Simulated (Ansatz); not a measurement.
Al₂H₅NO₄

Input file:

```
crystal:
  periodic: [false, false, false]
  atoms:
    - {symbol: Al, position_ang: [0.531183, 0.800006, 0.761685]}
    - {symbol: O, position_ang: [-0.369516, 1.981432, 1.630246]}
    - {symbol: O, position_ang: [2.065857, 0.502382, 1.481385]}
    - {symbol: N, position_ang: [0.293774, 0.589086, -1.083258]}
    - {symbol: Al, position_ang: [-0.604427, -0.898100, -0.991301]}
    - {symbol: O, position_ang: [-0.498113, -0.893493, 0.779358]}
    - {symbol: O, position_ang: [-1.413803, -2.156351, -1.766499]}
    - {symbol: H, position_ang: [-1.063384, 2.502347, 1.220307]}
    - {symbol: H, position_ang: [2.807094, 0.155178, 0.980396]}
    - {symbol: H, position_ang: [0.612175, 1.180137, -1.838820]}
    - {symbol: H, position_ang: [-0.786096, -1.429523, 1.522214]}
    - {symbol: H, position_ang: [-1.574735, -2.333101, -2.695703]}
basis:
  gaussian: {orbitals: def2-TZVP, initial_orbitals: start.molden}
hamiltonian: {xc: pbe0, dispersion: d4}
scf: {omitted_lower_state_checks: [starts]}
output: {orbitals: {seedname: orbitals}}
```

Launched as:

```sh
ansatz run in.yaml --threads 2 --pin off --events-out ev --progress --plain --max-ram 32768MiB --backend cpu
```

Geometry: B3LYP-D4/def2-SVP.

Computed with RKS PBE0-D4/def2-TZVP in Ansatz.

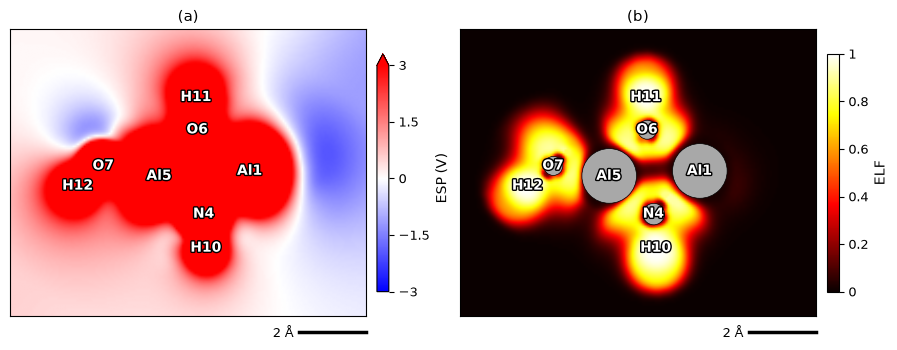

Figure 1. (a) molecular electrostatic potential; (b) ELF on the plane of atoms N4, Al5 and O6. Grey discs cover the atomic cores in the ELF map.

> Describe what can be read from this map.

Atoms in the plane: Al, N, O and H.
Al–O (1.68 Å): the ELF peaks at about 0.85 in the valence shell of O, 0.6 Å from its nucleus, and is about 0.40 at the midpoint.
Al–N (1.74 Å): the ELF peaks at about 0.85 in the valence shell of N, 0.7 Å from its nucleus, and is about 0.60 at the midpoint.
O–H (0.96 Å): the ELF climbs to about 1 towards the hydrogen, as it does in any bond to H; a covalent bond by its length.
Al–O (1.77 Å): the ELF peaks at about 0.90 in the valence shell of O, 0.7 Å from its nucleus, and is about 0.45 at the midpoint.
Al–N (1.87 Å): the ELF peaks at about 0.90 between the atoms; a shared but strongly polarised pair.
The ELF also peaks beside O7, away from the bonds: lone-pair regions.
Outside the dense part of the molecule the potential is most negative (−2.0 V) near O2, which lies off the plane.

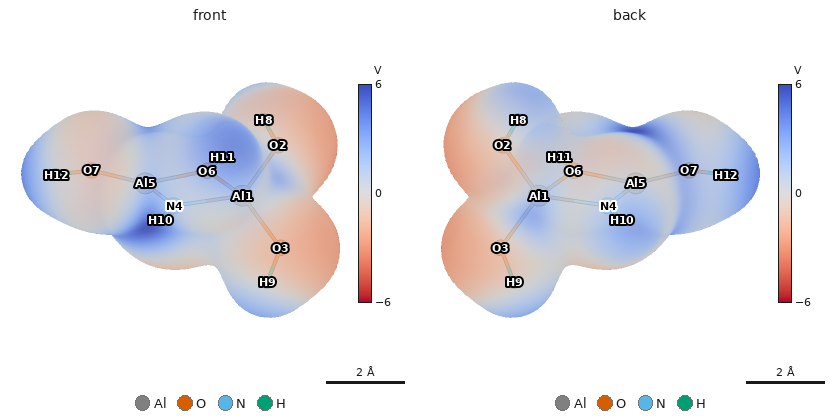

Figure 2. The electrostatic potential painted on the density surface at 0.004 e/bohr³, seen from the front and from behind; red is negative and blue positive.

> Where is the surface potential most negative and most positive?

The most negative region (about −2.7 V) lies over O2 and O3, the most positive (about +5.6 V) over Al5.

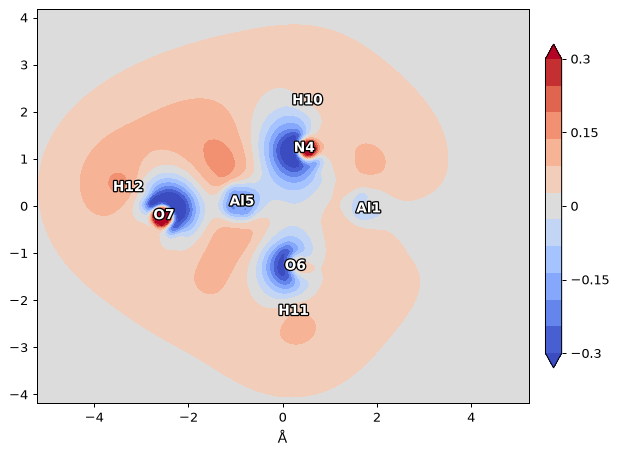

Figure 3. The LUMO on the plane of atoms Al1, N4 and H10 (values in Å⁻³ᐟ²; the overall sign is arbitrary).

> Where does this orbital lie, and at what energy?

It lies mainly on Al5 (about 50 %), O7 (about 10 %), N4 (about 10 %), H12 (about 10 %) and Al1 (about 5 %). Its energy is −1.05 eV.
